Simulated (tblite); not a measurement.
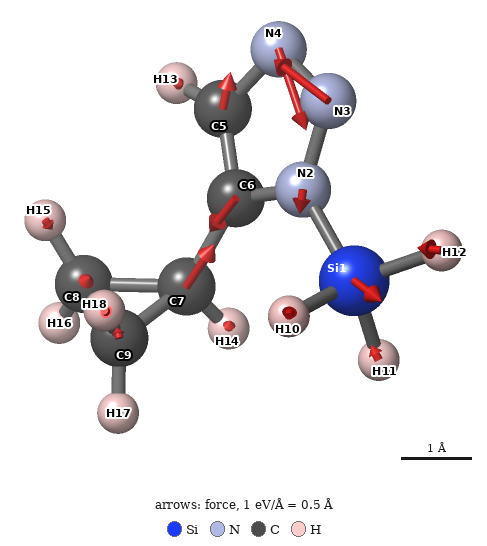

Starting geometry of C$_{5}$H$_{9}$N$_{3}$Si with the computed forces as red arrows. A ball-and-stick model, seen at a tilt.

Computed with GFN2-xTB geometry optimisation, gas phase (tblite). 

> Is this structure relaxed? If not, where do the atoms go?

It isn't relaxed: the largest force vector, on N4, is 2.64 eV/Å. The final displacements have little in common with the starting forces (cosine between the two patterns 0.09). The energy falls by 42.2 kJ/mol in 152 geometry steps. The atom that moves furthest after the best rigid fit is H18 (1.72 Å). Largest moves by element: H 1.72 Å, C 0.90 Å, Si 0.57 Å, N 0.38 Å. Near-neighbour distances that change, for instance: C6–C7 1.551 → 1.461 Å, N3–N4 1.333 → 1.270 Å, Si1–H12 1.503 → 1.451 Å, Si1–H10 1.485 → 1.464 Å. Among the angles between lasting bonds that change: N2–Si1–H12 112.1° → 103.5°, H11–Si1–H12 107.4° → 114.3°, Si1–N2–C6 126.4° → 133.0°. Groups turn about C6–C7 by about 75°.
